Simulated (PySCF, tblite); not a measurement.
# C₅H₁₁NO₂Si: geometry, infrared bands and NMR shifts

Wanted: the infrared bands and NMR shifts of C₅H₁₁NO₂Si (`CN[Si@H]1CCOC(=O)C1`), by calculation.

The runs use tblite 0.8.0 and PySCF 2.14.0, with density-fitted response routines of our own; the level of theory stands in each step. All values are computed, except where a source is named. Atoms are numbered from 0 throughout.

## (1) The starting structure

20 atoms, charge 0, multiplicity 1; geometry from: force field or distance geometry start.

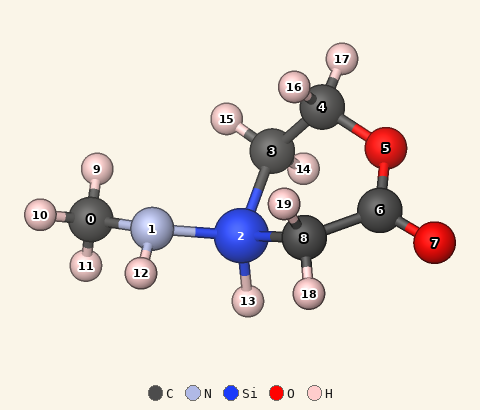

As it starts; carbon dark grey, nitrogen light blue, silicon blue, oxygen red, hydrogen pink, atoms numbered.

## (2) Relaxing the molecule with GFN2-xTB

Job settings and geometry (Å):

```
{"job": {"kind": "relax", "xc": "GFN2-xTB", "basis": "xTB"}, "charge": 0, "multiplicity": 1}
C      2.836600     0.387000    -0.872100
N      1.651900    -0.472700    -0.851100
Si     0.431400    -0.399200     0.340200
C     -0.399300     1.293700     0.374600
C     -1.784600     1.177500    -0.240000
O     -2.613200     0.244300     0.480200
C     -2.285800    -1.070000     0.564400
O     -3.037900    -1.866900     1.115800
C     -0.990200    -1.526100    -0.063500
H      2.541800     1.444800    -0.933900
H      3.429500     0.155900    -1.755900
H      3.452800     0.242900     0.016000
H      1.978100    -1.440000    -0.894200
H      1.054700    -0.719800     1.632700
H     -0.499800     1.601000     1.432600
H      0.196500     2.042100    -0.124100
H     -1.754900     0.890500    -1.301300
H     -2.286000     2.146100    -0.194300
H     -0.767700    -2.529000     0.301000
H     -1.159000    -1.591400    -1.138600
```

Launch:

```sh
$ OMP_NUM_THREADS=1 python probes_run.py task.json out
```

The driver reads the jobs from task.json and runs them one after another.

The log of the run:

```text
step      E/eV     max force
  0    -792.17145    2.047
  1    -792.22210    2.174
  2    -792.26223    0.494
  3    -792.29061    0.559
  4    -792.33880    0.850
  5    -792.35670    0.524
  6    -792.37127    0.342
  7    -792.38065    0.426
  8    -792.39086    0.331
  9    -792.39802    0.204
 10    -792.40441    0.187
 11    -792.41041    0.255
 12    -792.41567    0.241
 13    -792.41967    0.128
 14    -792.42323    0.179
 15    -792.42739    0.290
 16    -792.43209    0.295
 17    -792.43604    0.167
 18    -792.43878    0.131
 19    -792.44094    0.148
 20    -792.44310    0.197
 21    -792.44511    0.159
 22    -792.44668    0.081
 23    -792.44797    0.089
 24    -792.44926    0.119
 25    -792.45059    0.113
 26    -792.45174    0.081
 27    -792.45269    0.073
 28    -792.45357    0.099
 29    -792.45447    0.094
 30    -792.45526    0.066
 31    -792.45587    0.064
 32    -792.45640    0.067
 33    -792.45702    0.079
 34    -792.45781    0.063
 35    -792.45879    0.092
 36    -792.45986    0.122
 37    -792.46085    0.109
 38    -792.46164    0.069
 39    -792.46226    0.048
 40    -792.46284    0.094
 41    -792.46354    0.127
 42    -792.46444    0.117
 43    -792.46549    0.085
 44    -792.46649    0.071
 45    -792.46726    0.077
 46    -792.46777    0.079
 47    -792.46818    0.048
 48    -792.46861    0.059
 49    -792.46907    0.084
 50    -792.46957    0.079
 51    -792.47016    0.065
 52    -792.47070    0.044
 53    -792.47108    0.044
 54    -792.47153    0.054
 55    -792.47189    0.065
 56    -792.47225    0.049
 57    -792.47265    0.054
 58    -792.47311    0.067
 59    -792.47353    0.067
 60    -792.47381    0.053
 61    -792.47403    0.036
 62    -792.47424    0.046
 63    -792.47453    0.043
 64    -792.47479    0.036
 65    -792.47503    0.036
 66    -792.47520    0.031
 67    -792.47537    0.028
 68    -792.47555    0.028
 69    -792.47572    0.029
 70    -792.47587    0.027
 71    -792.47602    0.030
 72    -792.47616    0.027
 73    -792.47632    0.022
 74    -792.47645    0.024
 75    -792.47654    0.016
 76    -792.47661    0.016
 77    -792.47667    0.018
 78    -792.47674    0.022
 79    -792.47679    0.016
 80    -792.47682    0.011
 81    -792.47683    0.009
```

Run time: 0.56 s. Hardware: 1 thread of Arm Neoverse V2, shared host.

Relaxation path: (not every step is listed)

```
step  energy from step 0 (eV)  largest force (eV/Å)
   0                   0.0000                2.0472
   1                  -0.0506                2.1738
   2                  -0.0908                0.4936
   3                  -0.1192                0.5589
   4                  -0.1673                0.8497
   5                  -0.1852                0.5240
   6                  -0.1998                0.3419
   7                  -0.2092                0.4261
   8                  -0.2194                0.3306
  14                  -0.2518                0.1793
  20                  -0.2716                0.1968
  26                  -0.2803                0.0805
  32                  -0.2849                0.0675
  38                  -0.2902                0.0693
  44                  -0.2950                0.0714
  50                  -0.2981                0.0791
  56                  -0.3008                0.0494
  62                  -0.3028                0.0462
  68                  -0.3041                0.0280
  74                  -0.3050                0.0243
  76                  -0.3052                0.0162
  77                  -0.3052                0.0179
  78                  -0.3053                0.0220
  79                  -0.3053                0.0161
  80                  -0.3054                0.0108
  81                  -0.3054                0.0091
```

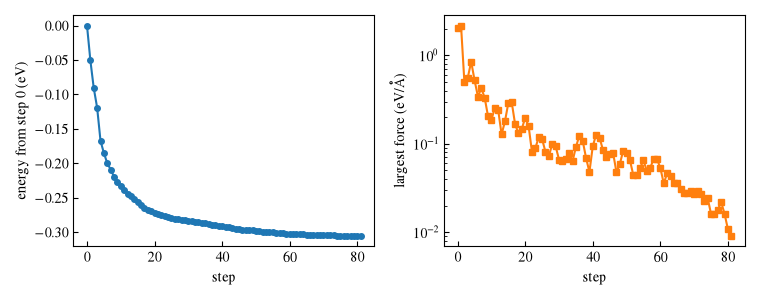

Energy and largest force along the relaxation.

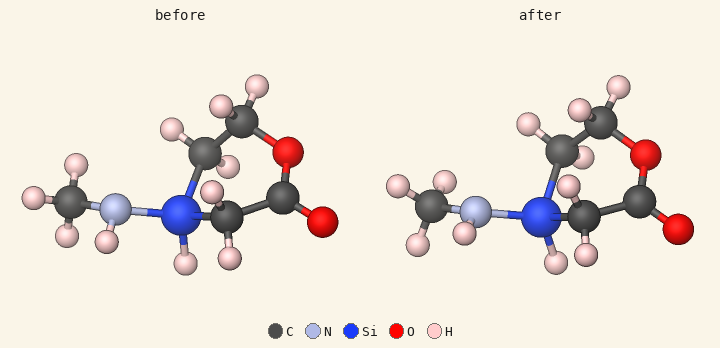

Before and after, at one scale.

Close pairs (by a distance rule), those that changed most:

```
  bond  before (Å)  after (Å)  change (Å)
Si2–C8       1.858      1.900      +0.042
 C4–O5       1.441      1.416      -0.025
 C6–O7       1.227      1.203      -0.024
Si2–C3       1.886      1.907      +0.021
 C0–N1       1.464      1.446      -0.018
C3–H14       1.106      1.089      -0.017
 C6–C8       1.510      1.494      -0.017
 C0–H9       1.100      1.086      -0.013
```

The final coordinates are the input of the step that follows.

## (3) Infrared spectrum with GFN2-xTB

Job settings and geometry (Å):

```
{"job": {"kind": "ir", "xc": "GFN2-xTB", "basis": "xTB"}, "charge": 0, "multiplicity": 1}
C      2.844939     0.336046    -0.773023
N      1.658907    -0.491776    -0.781876
Si     0.447239    -0.375841     0.432128
C     -0.392247     1.330566     0.295051
C     -1.795427     1.116322    -0.270317
O     -2.559799     0.205055     0.498718
C     -2.179998    -1.080211     0.630496
O     -2.813741    -1.795105     1.361498
C     -0.965161    -1.522483    -0.117619
H      2.582678     1.319438    -0.392719
H      3.232067     0.442013    -1.787261
H      3.634591    -0.075372    -0.138074
H      1.862048    -1.407903    -1.155463
H      0.828583    -0.651797     1.826639
H     -0.480072     1.812842     1.267344
H      0.139178     2.017011    -0.361328
H     -1.735560     0.774605    -1.310408
H     -2.377775     2.041715    -0.244823
H     -0.802253    -2.574527     0.097684
H     -1.133346    -1.409920    -1.188169
```

The log of the run:

```text
mode    cm-1     km/mol
  1      55.0      3.03
  2      97.4      0.94
  3     103.1      2.35
  4     138.6      1.43
  5     157.6      1.45
  6     203.8      2.88
  7     289.4      6.43
  8     295.0     10.05
  9     326.3      6.31
 10     416.9      4.09
 11     470.7      9.42
 12     544.6     81.64
 13     560.8     15.74
 14     615.1     22.96
 15     649.8     51.99
 16     663.1     66.71
 17     688.7     56.56
 18     785.0      8.99
 19     789.6     69.85
 20     803.5     82.19
 21     837.1    144.83
 22     854.7     51.51
 23     980.7     17.57
 24     990.7     39.16
 25    1051.6     38.57
 26    1061.0     34.78
 27    1093.1     79.35
 28    1108.0      5.49
 29    1141.2    274.59
 30    1155.1     56.15
 31    1161.0     18.72
 32    1198.4     55.14
 33    1230.0    200.74
 34    1289.4      5.11
 35    1331.4     25.82
 36    1354.1     73.26
 37    1420.0      0.88
 38    1442.4     11.71
 39    1460.9      5.92
 40    1482.4      1.89
 41    1488.7      3.31
 42    1499.5      3.37
 43    1761.6    589.35
 44    2199.0    315.89
 45    2910.2     36.30
 46    2936.4     61.52
 47    2960.8     30.16
 48    2982.7     18.55
 49    2986.9     40.37
 50    3005.9     39.77
 51    3013.5     12.60
 52    3040.1     12.03
 53    3043.7     30.22
 54    3429.5      4.62
```

It took 0.72 s on 1 thread of Arm Neoverse V2, shared host.

The strongest bands and the atoms that carry them (share of the mass-weighted mode):

```
cm⁻¹  km/mol                                  atoms
 545    81.6                      H12 69 %, N1 15 %
 804    82.2  C8 26 %, H18 23 %, Si2 14 %, H19 13 %
 837   144.8                      Si2 27 %, N1 17 %
1093    79.3              C4 40 %, O5 28 %, C3 15 %
1141   274.6             C6 34 %, C8 22 %, H17 12 %
1230   200.7             C6 21 %, H16 21 %, O5 14 %
1762   589.4                       C6 62 %, O7 37 %
2199   315.9                               H13 97 %
```

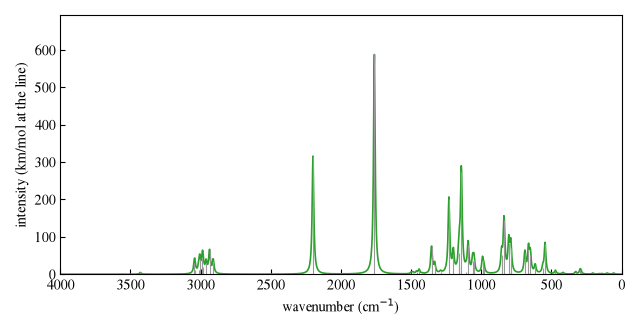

The infrared spectrum from these modes, unscaled. Lines are broadened to a width of 14 cm⁻¹ (Lorentzian).

## (4) NMR shieldings: PBE0/pcSseg-1

The job, as its differences from that of step 3:

```diff
@@ -1,2 +1,2 @@
-{"job": {"kind": "ir", "xc": "GFN2-xTB", "basis": "xTB"}, "charge": 0, "multiplicity": 1}
+{"job": {"kind": "nmr", "xc": "PBE0", "basis": "pcSseg-1"}, "charge": 0, "multiplicity": 1}
 C      2.844939     0.336046    -0.773023
```

Level: GIAO PBE0/pcSseg-1 NMR shielding, non-relativistic, gas phase.

The log of the run:

```text
coarse grid: 17112 points
cycle   1  E = -690.9867381332  dE =  1.386e+00  |g| = 9.846e-01  |ddm| = 4.014e+00
cycle   2  E = -690.6037865067  dE =  3.830e-01  |g| = 1.736e+00  |ddm| = 2.007e+00
cycle   3  E = -691.1582905808  dE = -5.545e-01  |g| = 3.085e-01  |ddm| = 1.454e+00
cycle   4  E = -691.1762074462  dE = -1.792e-02  |g| = 8.905e-02  |ddm| = 2.692e-01
cycle   5  E = -691.1773828043  dE = -1.175e-03  |g| = 3.138e-02  |ddm| = 6.741e-02
cycle   6  E = -691.1775867433  dE = -2.039e-04  |g| = 6.207e-03  |ddm| = 2.572e-02
cycle   7  E = -691.1775941178  dE = -7.374e-06  |g| = 1.605e-03  |ddm| = 5.166e-03
final grid: 160472 points
cycle   8  E = -691.2492970717  dE = -2.763e-05  |g| = 1.591e-02  |ddm| = 3.234e-02
cycle   9  E = -691.2492172364  dE =  7.984e-05  |g| = 2.604e-02  |ddm| = 2.861e-02
cycle  10  E = -691.2493443462  dE = -1.271e-04  |g| = 3.200e-03  |ddm| = 1.831e-02
cycle  11  E = -691.2493462206  dE = -1.874e-06  |g| = 5.453e-04  |ddm| = 2.237e-03
cycle  12  E = -691.2493462673  dE = -4.673e-08  |g| = 2.027e-04  |ddm| = 5.155e-04
cycle  13  E = -691.2493462755  dE = -8.174e-09  |g| = 3.760e-05  |ddm| = 1.707e-04
cycle  14  E = -691.2493462758  dE = -2.822e-10  |g| = 1.409e-05  |ddm| = 4.771e-05
converged SCF energy = -691.2493462758

GIAO shielding tensors (ppm)
atom      isotropic    diamagn.    paramagn.     s11        s22        s33       span
  0 C      155.630     241.779     -86.149    132.109    147.276    187.504     55.396
  1 N      245.107     323.730     -78.622    217.126    245.131    273.066     55.940
  2 Si     364.759     882.548    -517.789    332.950    359.122    402.205     69.256
  3 C      171.198     257.055     -85.856    154.442    177.186    181.966     27.525
  4 C      120.647     247.837    -127.190     88.699    109.067    164.174     75.475
  5 O      111.894     397.443    -285.549    -91.136    195.006    231.811    322.946
  6 C       12.895     248.645    -235.750    -87.202     53.291     72.597    159.799
  7 O     -139.896     396.706    -536.602   -452.600   -219.403    252.315    704.915
  8 C      164.403     259.931     -95.528    144.251    159.182    189.775     45.524
  9 H       29.235      29.491      -0.256     24.336     28.980     34.387     10.051
 10 H       28.785      27.258       1.526     23.647     26.348     36.360     12.713
 11 H       28.830      26.912       1.917     23.345     26.619     36.526     13.180
 12 H       31.674      33.568      -1.894     21.808     31.497     41.716     19.909
 13 H       26.622      30.536      -3.914     23.025     24.732     32.110      9.085
 14 H       30.547      32.185      -1.639     26.086     28.560     36.995     10.910
 15 H       30.956      33.349      -2.392     26.312     29.369     37.187     10.876
 16 H       27.537      31.948      -4.412     24.300     26.511     31.798      7.498
 17 H       27.035      28.886      -1.851     21.725     26.667     32.714     10.988
 18 H       29.607      31.866      -2.259     25.291     28.447     35.083      9.792
 19 H       29.663      33.192      -3.529     27.561     27.853     33.573      6.012
```

Run time: 44 s. Hardware: 1 thread of Arm Neoverse V2, shared host; peak memory 1 GiB.

Shifts follow as δ = σ(reference) − σ, with reference shieldings (ppm) from runs at the same level and on the same kind of geometry: 1H TMS 31.72, 13C TMS 186.9, 29Si TMS 349.2, 15N NH3 267.7, 17O H2O 336.1. The references are single molecules in the gas phase, so shifts against H2O, NH3, PH3, H3PO4 or CFCl3 are not on the usual liquid scales and can be off by tens of ppm. Atoms listed in one row are averaged.

```
       atoms                                                   environment  σ (ppm)  δ (ppm)  δ scaled to CDCl3
          C6                                         ester carbonyl carbon     12.9    174.0              167.9
          C4                                           sp3 CH2 bonded to O    120.6     66.3               62.8
          C0                                     methyl carbon bonded to N    155.6     31.3               28.6
          C8                         sp3 CH2 bonded to Si, α to a carbonyl    164.4     22.5               20.1
          C3                                          sp3 CH2 bonded to Si    171.2     15.7               13.4
         H13  hydrogen on a silicon bonded to 2 C, N, in a 6-membered ring    26.62     5.09                  –
         H17                            hydrogen on an sp3 CH2 bonded to O    27.04     4.68               4.52
         H16                            hydrogen on an sp3 CH2 bonded to O    27.54     4.18               4.05
H9, H10, H11                       hydrogen on a methyl carbon bonded to N    28.95     2.77               2.71
         H18          hydrogen on an sp3 CH2 bonded to Si, α to a carbonyl    29.61     2.11               2.09
         H19          hydrogen on an sp3 CH2 bonded to Si, α to a carbonyl    29.66     2.05               2.04
         H14                           hydrogen on an sp3 CH2 bonded to Si    30.55     1.17               1.21
         H15                           hydrogen on an sp3 CH2 bonded to Si    30.96     0.76               0.82
         H12                        hydrogen on a nitrogen bonded to C, Si    31.67     0.04                  –
          N1                                   nitrogen bonded to C, Si, H    245.1     22.6                  –
         Si2             silicon bonded to 2 C, N, H, in a 6-membered ring    364.8    -15.6                  –
          O7                                         ester carbonyl oxygen   -139.9    476.0                  –
          O5                                           ester alkoxy oxygen    111.9    224.2                  –
```

The scaled column applies a straight-line fit of computed shieldings to shifts measured in CDCl3 (root-mean-square error 0.16 ppm for H, 1.9 ppm for C).

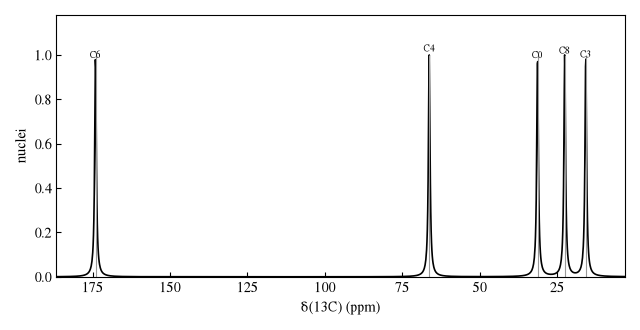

13C lines at the computed shifts, without couplings. Lines are broadened to a width of 0.63 ppm (Lorentzian).

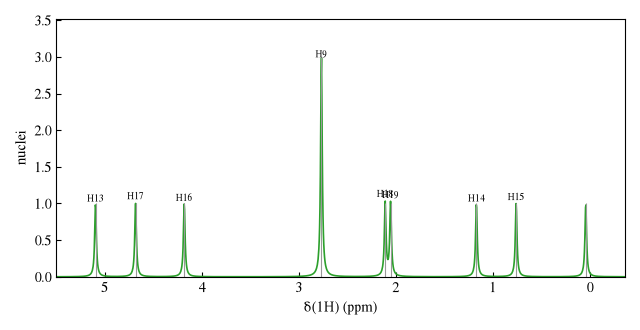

1H lines at the computed shifts, without couplings. Lines are broadened to a width of 0.02 ppm (Lorentzian).

The run also stored atomic charges by several schemes (e):

```
atoms  Mulliken    IAO  Hirshfeld  ESP fit
   C0     -0.10  -0.30      -0.07    -0.08
   N1     -0.69  -0.67      -0.24    -0.75
  Si2      0.96   1.04       0.40     0.83
   C3     -0.58  -0.58      -0.17    -0.48
   C4      0.05  -0.05       0.01     0.30
   O5     -0.44  -0.34      -0.11    -0.50
   C6      0.45   0.52       0.20     0.91
   O7     -0.39  -0.45      -0.28    -0.58
   C8     -0.60  -0.62      -0.17    -0.86
```

IAO charges:

C0 -0.30; N1 -0.67; Si2 1.04; C3 -0.58; C4 -0.05; O5 -0.34; C6 0.52; O7 -0.45; C8 -0.62; H9 0.14; H10 0.15; H11 0.13; H12 0.26; H13 -0.16; H14 0.15; H15 0.16; H16 0.13; H17 0.16; H18 0.18; H19 0.17

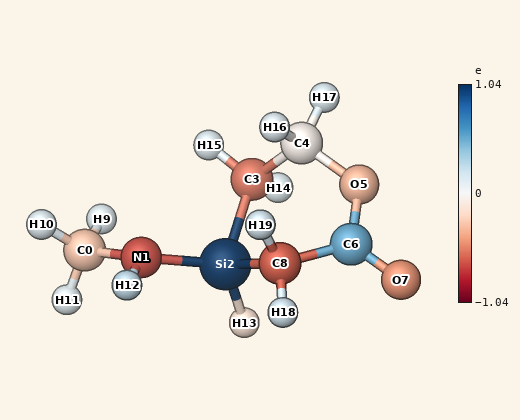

IAO charges, as colours on the atoms.

Mayer bond orders: C0–N1 0.97, N1–Si2 1.02, Si2–C3 0.87, C3–C4 1.05, C4–O5 0.87, O5–C6 1.06, C6–O7 2.00, C6–C8 1.04, C8–Si2 0.85.

Ring of atoms Si2, C3, C4, O5, C6, C8: NICS(0) -2.8, NICS(1) -3.1, NICS(1)zz 0.9 ppm (means of both faces).

The fields below are evaluated on a grid from the run's orbitals.

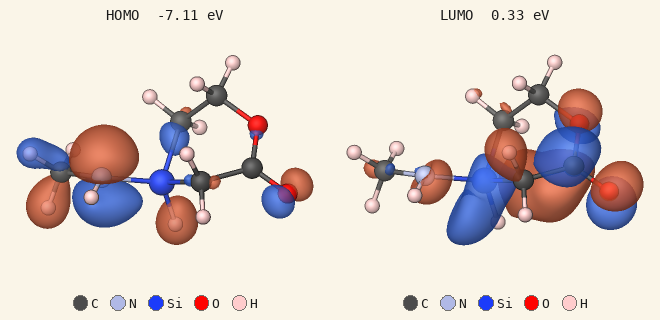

Frontier orbitals at PBE0/pcSseg-1; each surface holds 70 % of the orbital's density, blue and red mark the sign.

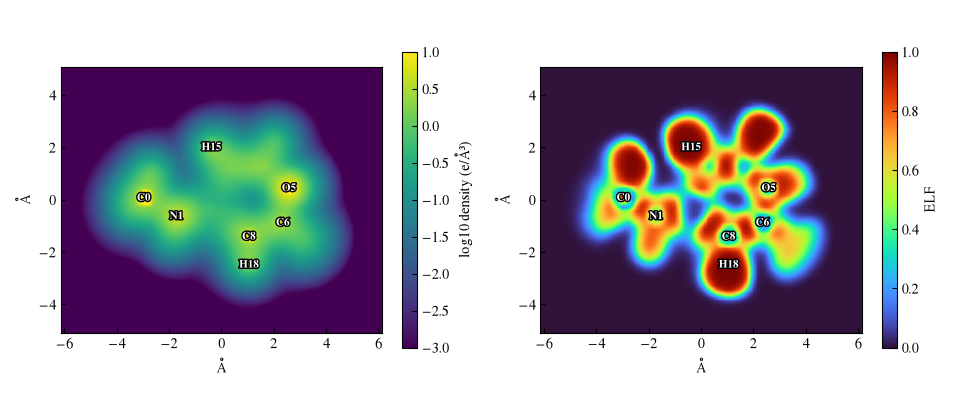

Density (left) and ELF (right) in a plane through or near 7 of the atoms.

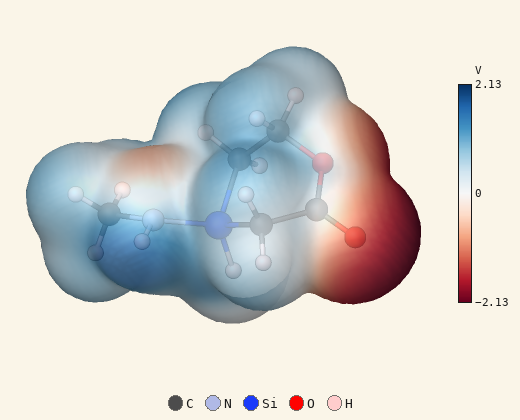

The potential that a unit positive charge feels on the 0.002 e/bohr³ surface, from -2.13 V near O7 to 1.63 V near H12.

## (5) Summary of results

| quantity | value |
| --- | --- |
| strongest single infrared mode (GFN2-xTB) | 1762 cm⁻¹, 589 km/mol |
| zero-point energy (GFN2-xTB) | 99.4 kcal/mol |
| 13C shifts against TMS (PBE0/pcSseg-1) | 174.0, 66.3, 31.3, 22.5, 15.7 ppm |
| 1H shifts against TMS (PBE0/pcSseg-1, means over atoms taken as alike) | 5.09, 4.68, 4.18, 2.77, 2.11, 2.05, 1.17, 0.76, 0.04 ppm |
| 15N shifts against NH3 (PBE0/pcSseg-1) | 22.6 ppm |
| 29Si shifts against TMS (PBE0/pcSseg-1) | -15.6 ppm |
| 17O shifts against H2O (PBE0/pcSseg-1) | 476.0, 224.2 ppm |
| surface potential, least and greatest | -2.13 V and 1.63 V |

In words: Over 81 steps the energy fell by 0.305 eV; of the close pairs, Si2–C8 changed most, 1.858 to 1.900 Å. No mode is imaginary among the 54: a minimum at this level. The strongest single mode, at 1762 cm⁻¹, moves mainly C6 and O7. Unscaled tight-binding wavenumbers are off by several per cent, some by more. Its intensities can rank the bands wrongly. The most deshielded carbon is C6 (ester carbonyl carbon), at 174.0 ppm: it is a carbonyl in resonance with an O or N lone pair, the region of acids, esters and amides. At PBE0/pcSseg-1: Shielding is most anisotropic at O7 (span 705 ppm, paramagnetic term -537 ppm).
